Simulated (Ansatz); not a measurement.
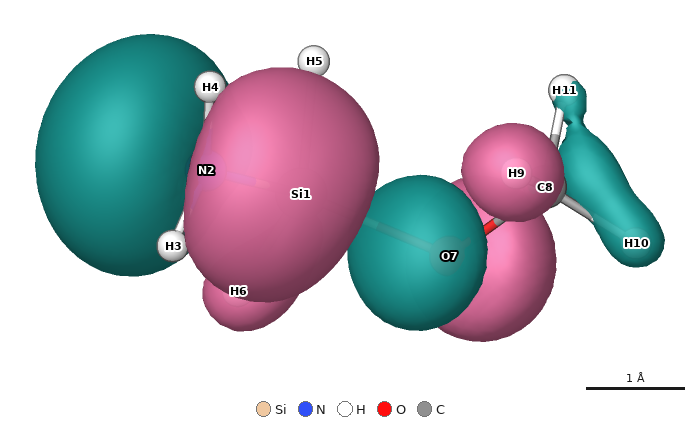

Figure 1: CH$_{7}$NOSi. The HOMO at ±0.08 Å⁻³ᐟ² (teal and pink are the two phases), seen from one side.

All numbers below come from RKS PBE0-D4/6-31G* (Ansatz).

Input

```
crystal:
  periodic: [false, false, false]
  atoms:
    - { symbol: Si, position_ang: [0.106336, 0.014492, 0.104665] }
    - { symbol: "N", position_ang: [0.728401, 0.169926, 1.748173] }
    - { symbol: H, position_ang: [0.206056, 0.536808, 2.532721] }
    - { symbol: H, position_ang: [1.411445, -0.513028, 2.043582] }
    - { symbol: H, position_ang: [1.350325, -0.622191, -0.31607] }
    - { symbol: H, position_ang: [-0.216707, 1.31879, -0.51123] }
    - { symbol: O, position_ang: [-1.262767, -0.88149, -0.146988] }
    - { symbol: C, position_ang: [-1.344436, -2.222088, 0.287032] }
    - { symbol: H, position_ang: [-0.923992, -2.353195, 1.293484] }
    - { symbol: H, position_ang: [-2.399223, -2.511372, 0.313453] }
    - { symbol: H, position_ang: [-0.814737, -2.892852, -0.402123] }
basis:
  gaussian: { orbitals: "6-31G*" }
hamiltonian:
  xc: pbe0
  dispersion: d4
relax:
  f_tol: 0.03
  max_steps: 50
output:
  orbitals: {}
```

Launched as:

```sh
ansatz run input.yaml --threads 1 --pin off --max-ram 2048MiB --backend cpu --events-out ev --progress --plain --runs-dir out
```

The fields are those of the run's last geometry, not of the input's.

Q: Where does this orbital lie, and at what energy?

A: By Hirshfeld shares it lies mainly on N2 (about 60 %) and O7 (about 15 %). Its energy is −7.32 eV.
